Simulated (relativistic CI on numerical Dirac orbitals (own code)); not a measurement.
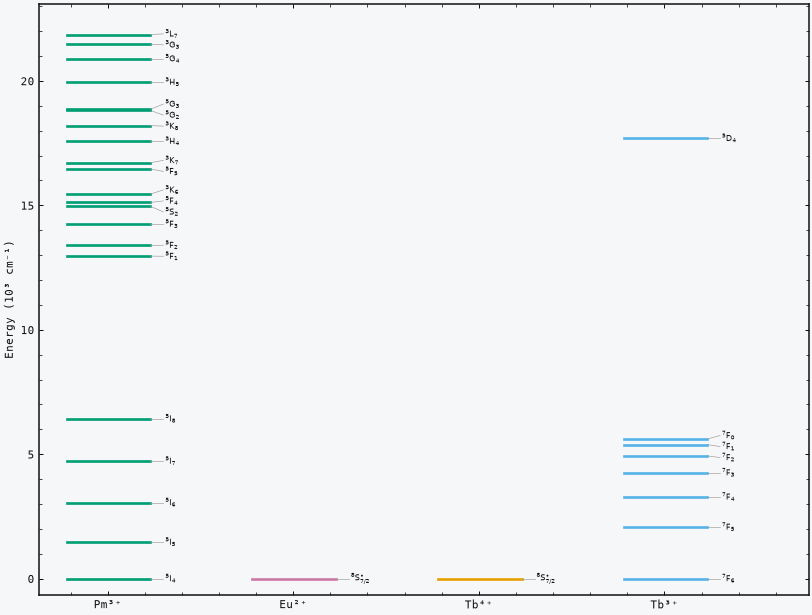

Dieke-type diagram of computed free-ion levels up to 22,000 cm⁻¹. Computed by relativistic CI on Dirac orbitals, KLI exchange-only orbitals, Breit term, model QED, valence Slater integrals scaled by 0.8. One f configuration each; labels give the leading LS term, or J alone where it holds under half of the level.

**Which gaps would favour luminescence? List them ion by ion.**

Pm³⁺ (4f⁴), ground level ⁵I₄, first excited level ⁵I₅ at 1,470 cm⁻¹, largest gap 6,540 cm⁻¹ from ⁵I₈ to ⁵F₁; Eu²⁺ (4f⁷), ground level ⁸S°₇/₂; Tb⁴⁺ (4f⁷), ground level ⁸S°₇/₂; Tb³⁺ (4f⁸), ground level ⁷F₆, first excited level ⁷F₅ at 2,070 cm⁻¹, largest gap 12,100 cm⁻¹ from ⁷F₀ to ⁵D₄.
